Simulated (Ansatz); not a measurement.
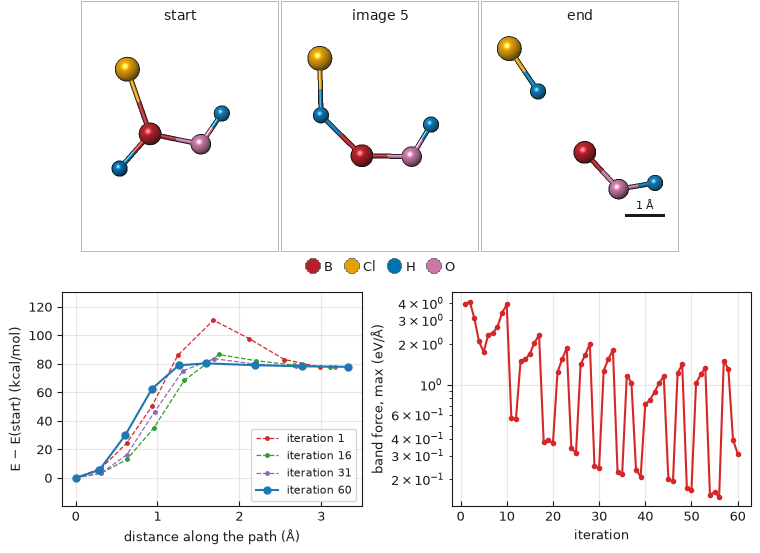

A search for the minimum-energy path of BH2OCl by the nudged elastic band. Images are numbered from 0 (start) to 8 (end). The plot follows the band through its iterations. Style: ball-and-stick. Shown face on.

Method: RKS PBE0/cc-pVDZ (Ansatz 0.2.0).

Input file:
```yaml
crystal:
  periodic: [false, false, false]
  atoms:
    - { symbol: B, position_ang: [0.310929, -0.067923, -0.053657] }
    - { symbol: Cl, position_ang: [0.478988, -0.166939, 1.71171] }
    - { symbol: H, position_ang: [1.265982, 0.208892, -0.724076] }
    - { symbol: O, position_ang: [-0.871754, -0.301526, -0.643556] }
    - { symbol: H, position_ang: [-1.569246, -0.519204, -0.009922] }
basis:
  gaussian: { orbitals: cc-pVDZ }
hamiltonian:
  xc: pbe0
neb:
  order_check: false
  images: 7
  f_tol: 0.05
  max_iterations: 60
  optimiser: lbfgs
  climbing: true
  final_atoms:
    - { symbol: B, position_ang: [-0.29248338, -0.18321225, -0.41233173] }
    - { symbol: Cl, position_ang: [2.22796003, 0.2467219, 1.70985083] }
    - { symbol: H, position_ang: [1.2457574, 0.08479547, 0.81695875] }
    - { symbol: O, position_ang: [-1.3582464, -0.38109604, -1.11786616] }
    - { symbol: H, position_ang: [-2.20808865, -0.61390909, -0.71611269] }
  initial_path:
    images:
      - { positions_ang: [[0.310929, -0.067923, -0.053657], [0.478988, -0.166939, 1.71171], [1.265982, 0.208892, -0.724076], [-0.871754, -0.301526, -0.643556], [-1.569246, -0.519204, -0.009922]] }
      - { positions_ang: [[0.23343383, -0.05167242, -0.04199127], [0.6595231, -0.11174061, 1.70037537], [1.29336406, 0.15136812, -0.59623339], [-0.95979793, -0.23145235, -0.65895933], [-1.61162406, -0.60320274, -0.12269237]] }
      - { positions_ang: [[0.15593867, -0.03542183, -0.03032554], [0.84005819, -0.05654223, 1.68904074], [1.32074612, 0.09384424, -0.46839079], [-1.04784186, -0.1613787, -0.67436267], [-1.65400212, -0.68720147, -0.23546274]] }
      - { positions_ang: [[0.0784435, -0.01917125, -0.01865981], [1.02059329, -0.00134384, 1.67770611], [1.34812818, 0.03632036, -0.34054818], [-1.13588579, -0.09130505, -0.689766], [-1.69638018, -0.77120021, -0.34823311]] }
      - { positions_ang: [[0.00094834, -0.00292066, -0.00699408], [1.20112838, 0.05385454, 1.66637147], [1.37551025, -0.02120352, -0.21270558], [-1.22392972, -0.02123141, -0.70516933], [-1.73875824, -0.85519895, -0.46100348]] }
      - { positions_ang: [[-0.07240959, -0.04799356, -0.10832849], [1.45783629, 0.10207138, 1.67724131], [1.34307203, 0.00529623, 0.0447105], [-1.25750889, -0.11119757, -0.80834354], [-1.85609085, -0.79487648, -0.52478078]] }
      - { positions_ang: [[-0.14576752, -0.09306646, -0.2096629], [1.7145442, 0.15028822, 1.68811115], [1.31063382, 0.03179597, 0.30212658], [-1.29108806, -0.20116372, -0.91151775], [-1.97342345, -0.73455402, -0.58855808]] }
      - { positions_ang: [[-0.21912545, -0.13813935, -0.31099732], [1.97125211, 0.19850506, 1.69898099], [1.27819561, 0.05829572, 0.55954267], [-1.32466723, -0.29112988, -1.01469195], [-2.09075605, -0.67423155, -0.65233538]] }
      - { positions_ang: [[-0.29248338, -0.18321225, -0.41233173], [2.22796003, 0.2467219, 1.70985083], [1.2457574, 0.08479547, 0.81695875], [-1.3582464, -0.38109604, -1.11786616], [-2.20808865, -0.61390909, -0.71611269]] }
```

Command:
```bash
ansatz run input.yaml --threads 1 --pin off --max-ram 2048MiB --backend cpu --events-out ev --progress --plain --runs-dir out
```

Question: Did the band converge, and can the barrier be trusted?

Answer: The result isn't final. The band hadn't converged when the run stopped after 60 iterations. The largest component of the band force went from 3.9 to 0.31 eV/Å. The barrier read from it is provisional, though the highest image hardly moved in the last two iterations. The first iteration put the highest image at 110.7 kcal/mol. The energy climbs by 80.4 kcal/mol to image 5 and then falls by 2.5 kcal/mol, so the end point sits at +77.9 kcal/mol.

Cost: 6.3 min on 1 thread of Arm Neoverse V2 (shared host), peak memory 0.11 GiB.
